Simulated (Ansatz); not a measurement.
# Sn12H22 bond rod (Sn11PH22) (doublet): single points with varied inputs

Aim: run Sn12H22 bond rod (Sn11PH22) (doublet) under a spread of inputs, and see what each costs and gives.

Method: the settings change from run to run; program: Ansatz 0.2.0, Gaussian basis.

1 further run of the same task is left out (set aside as unsound or not needed).

## Step 1: The relaxed structure

An earlier PBE-D4/def2-SVP relaxation fixed the geometry. Sn takes a core potential in def2 sets; no spin-orbit term is included.

34 atoms, charge 0, spin multiplicity 2.

Atoms are counted from 1 here; the program's logs count them from 0.

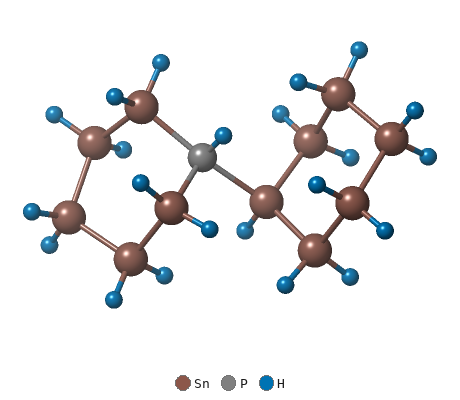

The geometry (tin brown, phosphorus grey, hydrogen blue).

## Step 2: r2SCANh/def2-mTZVP

Options: density fitting with def2-universal-jkfit, D3(BJ) with three-body dispersion, relativity set to scalar.

in.yaml reads:

```yaml
crystal:
  periodic: [false, false, false]
  atoms:
    - {symbol: Sn, position_ang: [-2.315663, 0.557068, -3.741944]}
    - {symbol: Sn, position_ang: [-2.654414, 1.111591, 2.548477]}
    - {symbol: Sn, position_ang: [1.284933, -2.212932, -4.654647]}
    - {symbol: Sn, position_ang: [0.420669, -2.444445, 2.626847]}
    - {symbol: P, position_ang: [0.751615, -0.118798, -0.923636]}
    - {symbol: Sn, position_ang: [0.834737, 0.968498, 5.625697]}
    - {symbol: Sn, position_ang: [-0.893588, -0.809335, -5.748921]}
    - {symbol: Sn, position_ang: [-1.154448, -0.758827, 0.994030]}
    - {symbol: Sn, position_ang: [-0.479685, 1.830493, -2.043514]}
    - {symbol: Sn, position_ang: [-0.891659, 2.621038, 4.142477]}
    - {symbol: Sn, position_ang: [2.637566, -0.601471, -2.784294]}
    - {symbol: Sn, position_ang: [2.254938, -0.735282, 3.897982]}
    - {symbol: H, position_ang: [-3.226251, -0.544332, -2.763289]}
    - {symbol: H, position_ang: [-3.416715, 1.720269, -4.405370]}
    - {symbol: H, position_ang: [-3.855164, 0.356646, 3.562954]}
    - {symbol: H, position_ang: [-3.513657, 2.188507, 1.484064]}
    - {symbol: H, position_ang: [0.666228, -3.601544, -3.819778]}
    - {symbol: H, position_ang: [2.311559, -2.787801, -5.930214]}
    - {symbol: H, position_ang: [-0.470144, -3.324266, 3.832483]}
    - {symbol: H, position_ang: [1.256066, -3.612591, 1.646360]}
    - {symbol: H, position_ang: [1.571986, 0.683725, -0.054159]}
    - {symbol: H, position_ang: [-0.111224, -0.008680, 6.705501]}
    - {symbol: H, position_ang: [1.899012, 1.921222, 6.614548]}
    - {symbol: H, position_ang: [-1.968765, -1.868499, -6.606440]}
    - {symbol: H, position_ang: [-0.320409, 0.373192, -6.881716]}
    - {symbol: H, position_ang: [-2.251479, -1.763938, 0.065679]}
    - {symbol: H, position_ang: [-1.179781, 2.784863, -0.778204]}
    - {symbol: H, position_ang: [0.689391, 2.786309, -2.897651]}
    - {symbol: H, position_ang: [-1.764080, 3.689639, 5.200052]}
    - {symbol: H, position_ang: [0.076403, 3.623797, 3.104152]}
    - {symbol: H, position_ang: [3.901400, -1.506054, -2.000396]}
    - {symbol: H, position_ang: [3.370556, 0.796738, -3.535303]}
    - {symbol: H, position_ang: [3.523385, -1.573277, 4.736053]}
    - {symbol: H, position_ang: [3.019483, 0.246975, 2.683421]}
basis:
  gaussian: {orbitals: def2-mTZVP, fitting: {mean_field: def2-universal-jkfit}}
magnetization: {spin_polarized: true, initial_magnetization: 1}
hamiltonian: {xc: {name: r2SCANh}, dispersion: d3bjatm, pseudopotentials: {relativity: scalar}}
scf: {omitted_lower_state_checks: [starts]}
output: {forces: true}
```

The run is started by

```
ansatz run in.yaml --threads 2 --pin off --events-out ev --progress --plain --max-ram 32768MiB --backend cuda --devices 0, --max-vram 18GiB
```

Standard output:

```text
Functional definition: r2SCANh
  name "r2SCANh"
  cite "Bursch, Neugebauer, Ehlert & Grimme, J. Chem. Phys. 156, 134105 (2022) doi:10.1063/5.0086040"
  cite "Furness, Kaplan, Ning, Perdew & Sun, J. Phys. Chem. Lett. 11, 8208 (2020) doi:10.1021/acs.jpclett.0c02405"
  cite "Furness, Kaplan, Ning, Perdew & Sun, J. Phys. Chem. Lett. 11, 9248 (2020) doi:10.1021/acs.jpclett.0c03077"
  parent r2scan
  parameter a = 0.1
  parameter k0 = 0.174
  parameter k1 = 0.065
  parameter a1 = 4.9479
  exchange = (1 - a)*r2scan_x(k0 = k0, k1 = k1, a1 = a1) + a*exact_x
  correlation = r2scan_c
these checks for a lower state are left out or cut short: starts
2922 factors; integrals over basis functions are off by at most 6.4e-1 eV
mean field evaluation 1: about -73832.6603 eV, gradient 1.8e1 eV
mean field evaluation 2: about -73833.1109 eV, gradient 1.6e1 eV
mean field evaluation 4: about -73834.4565 eV, gradient 1.7e0 eV
mean field evaluation 8: about -73834.4902 eV, gradient 1.6e-1 eV
mean field evaluation 16: about -73834.4905 eV, gradient 5.1e-4 eV
mean field -73834.49045338 eV, -2713.3674773466 hartree, gradient 6.4e-5 eV, S^2 0.760372; 0 other end points of the search recorded, 0 dependent functions left out
the calculation of the forces begins
reference -73834.49051122 eV, -2713.3674794721 hartree; 140, 139 occupied and 344, 345 virtual orbitals, 2922 factors
Total energy: -73835.12041190 eV, -2713.3906278953 hartree
Relativity: scalar
Atom 0 at    -2.315663     0.557068    -3.741944 Å, force    -0.047241     0.017320     0.007718 eV/Å
Atom 1 at    -2.654414     1.111591     2.548477 Å, force    -0.067706     0.015177     0.002246 eV/Å
Atom 2 at     1.284933    -2.212932    -4.654647 Å, force    -0.004556    -0.041931    -0.009494 eV/Å
Atom 3 at     0.420669    -2.444445     2.626847 Å, force     0.014948    -0.040931     0.013149 eV/Å
Atom 4 at     0.751615    -0.118798    -0.923636 Å, force     0.183794     0.360468     0.005666 eV/Å
Atom 5 at     0.834737     0.968498     5.625697 Å, force    -0.005042    -0.008387     0.063683 eV/Å
Atom 6 at    -0.893588    -0.809335    -5.748921 Å, force    -0.024197     0.007294    -0.056527 eV/Å
Atom 7 at    -1.154448    -0.758827     0.994030 Å, force    -0.103431    -0.113376     0.056834 eV/Å
Atom 8 at    -0.479685     1.830493    -2.043514 Å, force     0.066302    -0.056923     0.052541 eV/Å
Atom 9 at    -0.891659     2.621038     4.142477 Å, force     0.006392     0.064324     0.000253 eV/Å
Atom 10 at     2.637566    -0.601471    -2.784294 Å, force     0.065489    -0.006248    -0.006249 eV/Å
Atom 11 at     2.254938    -0.735282     3.897982 Å, force     0.038747     0.013416    -0.002352 eV/Å
Atom 12 at    -3.226251    -0.544332    -2.763289 Å, force     0.124634     0.159712    -0.145590 eV/Å
Atom 13 at    -3.416715     1.720269    -4.405370 Å, force     0.156099    -0.172360     0.096521 eV/Å
Atom 14 at    -3.855164     0.356646     3.562954 Å, force     0.179466     0.116809    -0.147728 eV/Å
Atom 15 at    -3.513657     2.188507     1.484064 Å, force     0.125183    -0.168889     0.157753 eV/Å
Atom 16 at     0.666228    -3.601544    -3.819778 Å, force     0.091423     0.195994    -0.121547 eV/Å
Atom 17 at     2.311559    -2.787801    -5.930214 Å, force    -0.146272     0.084979     0.186053 eV/Å
Atom 18 at    -0.470144    -3.324266     3.832483 Å, force     0.133502     0.133337    -0.184596 eV/Å
Atom 19 at     1.256066    -3.612591     1.646360 Å, force    -0.130815     0.173047     0.152190 eV/Å
Atom 20 at     1.571986     0.683725    -0.054159 Å, force    -0.214767    -0.210789    -0.229982 eV/Å
Atom 21 at    -0.111224    -0.008680     6.705501 Å, force     0.135299     0.145636    -0.153483 eV/Å
Atom 22 at     1.899012     1.921222     6.614548 Å, force    -0.154647    -0.139138    -0.150776 eV/Å
Atom 23 at    -1.968765    -1.868499    -6.606440 Å, force     0.160654     0.160487     0.123987 eV/Å
Atom 24 at    -0.320409     0.373192    -6.881716 Å, force    -0.083130    -0.169091     0.165696 eV/Å
Atom 25 at    -2.251479    -1.763938     0.065679 Å, force     0.168228     0.151120     0.140632 eV/Å
Atom 26 at    -1.179781     2.784863    -0.778204 Å, force     0.113627    -0.134444    -0.187161 eV/Å
Atom 27 at     0.689391     2.786309    -2.897651 Å, force    -0.177264    -0.137151     0.134794 eV/Å
Atom 28 at    -1.764080     3.689639     5.200052 Å, force     0.132337    -0.155104    -0.161948 eV/Å
Atom 29 at     0.076403     3.623797     3.104152 Å, force    -0.142522    -0.146639     0.148583 eV/Å
Atom 30 at     3.901400    -1.506054    -2.000396 Å, force    -0.199472     0.146280    -0.115094 eV/Å
Atom 31 at     3.370556     0.796738    -3.535303 Å, force    -0.114567    -0.222461     0.117839 eV/Å
Atom 32 at     3.523385    -1.573277     4.736053 Å, force    -0.180274     0.121670    -0.121021 eV/Å
Atom 33 at     3.019483     0.246975     2.683421 Å, force    -0.100223    -0.143208     0.167407 eV/Å
Dipole moment:     0.036382     0.109873    -0.456434 e Å
Checks for a lower state left out: starts
```

Wall time 23 s (1 × H100 (card shared with other runs) with 2 threads of AMD EPYC 7R13, shared host); peak host memory 2.3 GiB.

Largest force 0.405 eV/Å, dipole 2.26 D, ⟨S²⟩ 0.760.

## Step 3: rPW86-PBE/def2-SVPD

Options: charge +1, multiplicity 1, density fitting with def2-universal-jkfit, D4 dispersion, relativity set to none, the search for lower states set to off.

in.yaml, as its differences from that of step 2:

```diff
@@ -38,6 +38,5 @@
 basis:
-  gaussian: {orbitals: def2-mTZVP, fitting: {mean_field: def2-universal-jkfit}}
-magnetization: {spin_polarized: true, initial_magnetization: 1}
-hamiltonian: {xc: {name: r2SCANh}, dispersion: d3bjatm, pseudopotentials: {relativity: scalar}}
-scf: {omitted_lower_state_checks: [starts]}
-output: {forces: true}
+  gaussian: {orbitals: def2-SVPD, fitting: {mean_field: def2-universal-jkfit}}
+total_charge: 1
+hamiltonian: {xc: {name: rPW86-PBE}, dispersion: d4, pseudopotentials: {relativity: none}}
+scf: {lower_state_search: off}
```

Launched as before.

Standard output:

```text
Functional definition: rPW86-PBE
  name "rPW86-PBE"
  cite "Murray, Lee & Langreth, J. Chem. Theory Comput. 5, 2754 (2009) doi:10.1021/ct900365q"
  cite "Perdew, Burke & Ernzerhof, Phys. Rev. Lett. 77, 3865 (1996) doi:10.1103/PhysRevLett.77.3865"
  parent pbe
  exchange = rpw86_x
  correlation = pbe_c
these checks for a lower state are left out or cut short: stability, starts, cluster_reference, orbital_swaps, neighbouring_geometries, increment
2922 factors; integrals over basis functions are off by at most 3.5e-1 eV
mean field evaluation 1: about -73854.4914 eV, gradient 3.6e1 eV
mean field evaluation 2: about -73854.5156 eV, gradient 3.7e1 eV
mean field evaluation 4: about -73859.5842 eV, gradient 3.5e0 eV
mean field evaluation 8: about -73859.6386 eV, gradient 1.3e-1 eV
mean field evaluation 16: about -73859.6387 eV, gradient 4.4e-5 eV
mean field -73859.63865873 eV, -2714.2916568472 hartree, gradient 5.0e-6 eV, S^2 0.000000; 0 other end points of the search recorded, 0 dependent functions left out
reference -73859.63898370 eV, -2714.2916687897 hartree; 139, 139 occupied and 413, 413 virtual orbitals, 2922 factors
Total energy: -73861.47804349 eV, -2714.3592529903 hartree
Checks for a lower state left out: stability, starts, cluster_reference, orbital_swaps, neighbouring_geometries, increment
```

Run time: 12 s. Hardware: 1 × H100 (card shared with other runs) with 2 threads of AMD EPYC 7R13, shared host.

## Step 4: wB97X-V/def2-SVP

Set apart from the defaults: charge -1, multiplicity 1, density fitting with def2-universal-jkfit, the search for lower states set to off.

in.yaml, as its differences from that of step 3:

```diff
@@ -38,5 +38,6 @@
 basis:
-  gaussian: {orbitals: def2-SVPD, fitting: {mean_field: def2-universal-jkfit}}
-total_charge: 1
-hamiltonian: {xc: {name: rPW86-PBE}, dispersion: d4, pseudopotentials: {relativity: none}}
+  gaussian: {orbitals: def2-SVP, fitting: {mean_field: def2-universal-jkfit}}
+total_charge: -1
+hamiltonian: {xc: {name: wB97X-V}}
 scf: {lower_state_search: off}
+output: {forces: true}
```

The command is unchanged.

Standard output:

```text
Functional definition: wB97X-V
  name "wB97X-V"
  cite "Mardirossian & Head-Gordon, Phys. Chem. Chem. Phys. 16, 9904 (2014) doi:10.1039/C3CP54374A"
  cite "Becke, J. Chem. Phys. 107, 8554 (1997) doi:10.1063/1.475007"
  cite "Vydrov & Van Voorhis, J. Chem. Phys. 133, 244103 (2010) doi:10.1063/1.3521275"
  parameter omega = 0.3/bohr
  parameter cx = 0.167
  parameter cx1 = 0.603
  parameter cx2 = 1.194
  parameter css0 = 0.556
  parameter css1 = -0.257
  parameter cos0 = 1.219
  parameter cos1 = -1.850
  parameter b = 6.0
  parameter c = 0.01
  exchange = spin_sum(e_x_unif_sr(omega)*poly(b97_u_x, 1 - cx, cx1, cx2)) + cx*exact_x_sr(omega) + exact_x_lr(omega)
  correlation = spin_sum(e_c_pw_same_spin*poly(b97_u_same, css0, css1))
      + integral(e_c_pw_opposite_spin*poly(b97_u_opposite, cos0, cos1)) + vv10(b, c)
these checks for a lower state are left out or cut short: stability, starts, cluster_reference, orbital_swaps, neighbouring_geometries, increment
2922 factors; integrals over basis functions are off by at most 3.5e-1 eV
2922 factors; integrals over basis functions are off by at most 3.4e-7 eV
mean field evaluation 1: about -73782.2635 eV, gradient 2.7e1 eV
mean field evaluation 2: about -73784.8984 eV, gradient 1.5e1 eV
mean field evaluation 4: about -73785.6409 eV, gradient 9.4e-1 eV
mean field evaluation 8: about -73785.6785 eV, gradient 6.3e-2 eV
mean field evaluation 16: about -73785.6786 eV, gradient 2.0e-4 eV
mean field -73785.67861446 eV, -2711.5736753520 hartree, gradient 8.2e-6 eV, S^2 0.000000; 0 other end points of the search recorded, 0 dependent functions left out
the calculation of the forces begins
reference -73785.67860900 eV, -2711.5736751516 hartree; 140, 140 occupied and 274, 274 virtual orbitals, 2922 factors
Total energy: -73785.67860900 eV, -2711.5736751516 hartree
Atom 0 at    -2.315663     0.557068    -3.741944 Å, force     0.121182     0.063054     0.159876 eV/Å
Atom 1 at    -2.654414     1.111591     2.548477 Å, force    -0.082658    -0.805886     0.059204 eV/Å
Atom 2 at     1.284933    -2.212932    -4.654647 Å, force     0.303788     0.134506     0.175381 eV/Å
Atom 3 at     0.420669    -2.444445     2.626847 Å, force    -0.514216     0.100001    -0.094629 eV/Å
Atom 4 at     0.751615    -0.118798    -0.923636 Å, force     0.146288    -0.160105    -0.547823 eV/Å
Atom 5 at     0.834737     0.968498     5.625697 Å, force    -0.021445     0.017308    -0.111293 eV/Å
Atom 6 at    -0.893588    -0.809335    -5.748921 Å, force     0.030809    -0.059752     0.113679 eV/Å
Atom 7 at    -1.154448    -0.758827     0.994030 Å, force     0.025348     0.847769     0.135306 eV/Å
Atom 8 at    -0.479685     1.830493    -2.043514 Å, force     0.359802    -0.394099     0.395365 eV/Å
Atom 9 at    -0.891659     2.621038     4.142477 Å, force    -0.209508    -0.059756    -0.173675 eV/Å
Atom 10 at     2.637566    -0.601471    -2.784294 Å, force    -0.054098     0.705679     0.238396 eV/Å
Atom 11 at     2.254938    -0.735282     3.897982 Å, force    -0.100528    -0.098726    -0.139434 eV/Å
Atom 12 at    -3.226251    -0.544332    -2.763289 Å, force     0.118272     0.164989    -0.212383 eV/Å
Atom 13 at    -3.416715     1.720269    -4.405370 Å, force     0.103412    -0.188504     0.026791 eV/Å
Atom 14 at    -3.855164     0.356646     3.562954 Å, force    -0.058521     0.409563     0.132635 eV/Å
Atom 15 at    -3.513657     2.188507     1.484064 Å, force     0.109380    -0.030755     0.220265 eV/Å
Atom 16 at     0.666228    -3.601544    -3.819778 Å, force     0.023113     0.149244    -0.205217 eV/Å
Atom 17 at     2.311559    -2.787801    -5.930214 Å, force    -0.248269    -0.024635     0.022437 eV/Å
Atom 18 at    -0.470144    -3.324266     3.832483 Å, force     0.301730    -0.026109     0.003782 eV/Å
Atom 19 at     1.256066    -3.612591     1.646360 Å, force    -0.022657     0.141556     0.236877 eV/Å
Atom 20 at     1.571986     0.683725    -0.054159 Å, force    -0.187198    -0.199233    -0.240529 eV/Å
Atom 21 at    -0.111224    -0.008680     6.705501 Å, force     0.148499     0.150684    -0.115176 eV/Å
Atom 22 at     1.899012     1.921222     6.614548 Å, force    -0.134392    -0.137331    -0.092667 eV/Å
Atom 23 at    -1.968765    -1.868499    -6.606440 Å, force     0.120146     0.175981     0.065096 eV/Å
Atom 24 at    -0.320409     0.373192    -6.881716 Å, force    -0.106444    -0.159925     0.119157 eV/Å
Atom 25 at    -2.251479    -1.763938     0.065679 Å, force    -0.045040    -0.062795     0.339302 eV/Å
Atom 26 at    -1.179781     2.784863    -0.778204 Å, force     0.033117    -0.075990    -0.324102 eV/Å
Atom 27 at     0.689391     2.786309    -2.897651 Å, force    -0.263289    -0.073545     0.056753 eV/Å
Atom 28 at    -1.764080     3.689639     5.200052 Å, force     0.214226    -0.082268    -0.060494 eV/Å
Atom 29 at     0.076403     3.623797     3.104152 Å, force    -0.086588    -0.106001     0.222409 eV/Å
Atom 30 at     3.901400    -1.506054    -2.000396 Å, force    -0.029014    -0.019374    -0.319040 eV/Å
Atom 31 at     3.370556     0.796738    -3.535303 Å, force     0.209806    -0.332732    -0.278520 eV/Å
Atom 32 at     3.523385    -1.573277     4.736053 Å, force    -0.123696     0.167050    -0.048669 eV/Å
Atom 33 at     3.019483     0.246975     2.683421 Å, force    -0.081356    -0.129861     0.240942 eV/Å
Dipole moment:    -0.060389     0.301572    -0.359617 e Å
Checks for a lower state left out: stability, starts, cluster_reference, orbital_swaps, neighbouring_geometries, increment
```

Wall time 14 s (1 × H100 (card shared with other runs) with 2 threads of AMD EPYC 7R13, shared host); peak host memory 1.9 GiB.

Largest force 0.859 eV/Å.

## Step 5: The runs in one table

```tsv
level	charge	multiplicity	geometry	functions	energy (eV)	time
r2SCANh/def2-mTZVP	0	2	relaxed	484	-73835.120	23 s
rPW86-PBE/def2-SVPD	1	1	relaxed	552	-73861.478	12 s
wB97X-V/def2-SVP	-1	1	relaxed	414	-73785.679	14 s
```

## Step 6: Outcome

| quantity | value |
| --- | --- |
| runs | 3 |
| quickest | rPW86-PBE/def2-SVPD, 12 s |
| slowest | r2SCANh/def2-mTZVP, 23 s |

What this shows: The runs differ in state or geometry as well as level, so their energies can't be set against each other. The times lie within a factor of two. At the PBE-D4/def2-SVP geometry and in the same state, runs without warnings or point charges leave forces up to 0.40 eV/Å (r2SCANh/def2-mTZVP).
